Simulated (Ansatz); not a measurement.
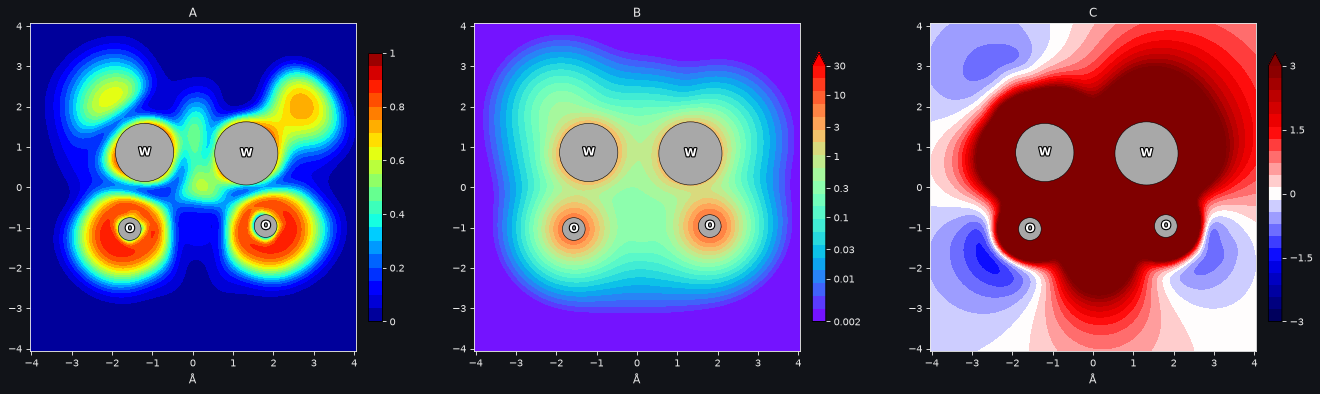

O$_{5}$W$_{3}$: 3 fields on the plane of atoms W3, W2 and O4, with unlabelled colour scales. Grey discs cover the atomic cores.

Geometry: r2SCAN-D4/def2-SVP; core potentials replace the inner electrons of W.

These are results of RKS PBE0-D4/def2-TZVP in Ansatz, not measurements.

```xyz
8

W     0.1243    1.2907    0.4661
W    -0.5416   -1.0067    1.2652
W     0.2501   -0.7667   -1.1171
O     0.3715    0.3043    2.2253
O     1.3529    0.8241   -0.9633
O    -0.9398   -0.8694   -2.3542
O    -1.1410    2.4185    0.1759
O     0.5236   -2.1948    0.3022
```

Question: The panels show electron density, electron localisation function and electrostatic potential in some order. Assign them.

Answer: Panel A: electron localisation function. Panel B: electron density. Panel C: electrostatic potential (strongly positive close to the atoms, with negative regions outside electron-rich atoms). From the grid: W–W (2.52 Å): ρ is about 0.67 e/Å³ halfway; the ELF is about 0.45 at the midpoint. W–O (1.86 Å): the density is about 1.2 e/Å³ at the midpoint; the ELF peaks at about 0.80 in the valence shell of O, 0.5 Å from its nucleus, and drops to about 0.30 between the two atoms.
